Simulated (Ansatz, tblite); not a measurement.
Bond stretch in GaH, singlet.

- UKS-PBE0 = unrestricted PBE0/aug-cc-pVDZ in Ansatz (a first-principles code)
- GFN2-xTB, 300 K electronic temperature (tblite)
- UKS-CAM-B3LYP = unrestricted CAM-B3LYP/aug-cc-pVDZ (Ansatz)

Energies are in kcal/mol, each relative to the lowest point of its own curve near equilibrium.

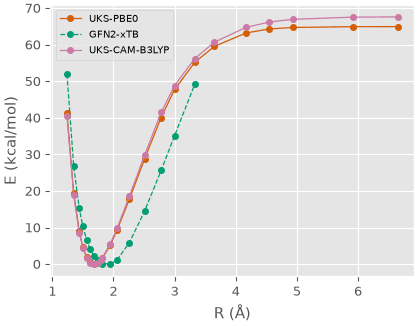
Figure: Energy against bond length for each method.

```csv
R / Å,UKS-PBE0,GFN2-xTB,UKS-CAM-B3LYP
1.24,41.4,51.9,40.5
1.35,19.5,26.7,18.9
1.44,9.0,15.3,8.6
1.50,4.7,10.3,4.4
1.56,2.0,6.7,1.8
1.62,0.5,4.1,0.4
1.68,0.0,2.2,0.0
1.74,0.3,1.0,0.4
1.79,1.0,0.4,1.1
1.82,1.6,0.2,1.8
1.95,5.3,0.0,5.6
2.06,9.3,1.2,9.8
2.26,17.8,5.9,18.5
2.51,28.8,14.5,29.8
2.78,40.1,25.6,41.5
3.00,47.7,35.1,48.8
3.33,55.2,49.2,56.2
3.65,59.5,—,60.7
4.17,63.2,—,64.7
4.54,64.3,—,66.2
4.93,64.7,—,66.9
5.92,64.9,—,67.5
6.65,64.9,—,67.6
```

At the longest distance, 6.65 Å, UKS-CAM-B3LYP lies highest above its minimum (67.6 kcal/mol) and UKS-PBE0 lowest (64.9 kcal/mol).

Dashes: no converged value, or the column stops at the first point that the program doubted or that broke a chosen test of continuity, which isn't proof of a fault.

The unrestricted determinant behind UKS-PBE0 is spin-contaminated at 3.00 to 6.65 Å (<S²> up to 1.0, against 0.00 for a pure singlet). The unrestricted determinant behind UKS-CAM-B3LYP is spin-contaminated at 2.78 to 6.65 Å (<S²> up to 1.0, against 0.00 for a pure singlet).
